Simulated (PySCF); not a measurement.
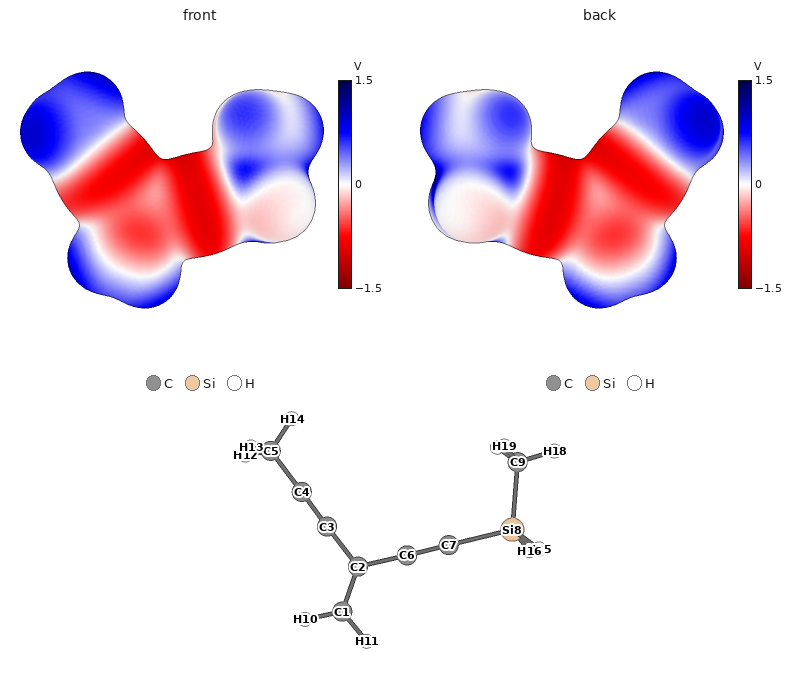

Figure. C$_{8}$H$_{10}$Si (SMILES C=C(C#CC)C#C[SiH2]C). The electrostatic potential painted on the density surface at 0.002 e/bohr³, seen from the front and from behind; the colour scale runs from red (negative) to blue (positive). The bare structure is drawn below in the same view.

Geometry: GFN2-xTB.

Method: PBE0/pcSseg-1, SCF density, gas phase, non-relativistic (PySCF 2.14.0).

| atom | x (Å) | y (Å) | z (Å) |
| --- | --- | --- | --- |
| C | 1.5730 | 0.4142 | -2.6208 |
| C | 1.1152 | 0.1257 | -1.3964 |
| C | 1.8939 | -0.5624 | -0.4286 |
| C | 2.5275 | -1.1438 | 0.4118 |
| C | 3.3053 | -1.8433 | 1.4076 |
| C | -0.1898 | 0.4881 | -0.9706 |
| C | -1.2974 | 0.7885 | -0.5894 |
| Si | -2.9897 | 1.2504 | -0.0126 |
| C | -3.1936 | 0.6406 | 1.7731 |
| H | 2.5662 | 0.1316 | -2.9253 |
| H | 0.9605 | 0.9366 | -3.3353 |
| H | 4.3127 | -1.4295 | 1.4543 |
| H | 3.3714 | -2.9012 | 1.1523 |
| H | 2.8350 | -1.7446 | 2.3859 |
| H | -3.1188 | 2.7128 | -0.0754 |
| H | -3.9737 | 0.6037 | -0.8916 |
| H | -3.0758 | -0.4377 | 1.8370 |
| H | -4.1770 | 0.8892 | 2.1628 |
| H | -2.4544 | 1.0903 | 2.4303 |

> Which sites attract a positive test charge, and which a negative one?

A positive charge is drawn to the negative regions and a negative charge to the positive ones. The most negative region (about −0.9 V) lies over C3, C6 and C7, the most positive (about +1.0 V) over Si8.
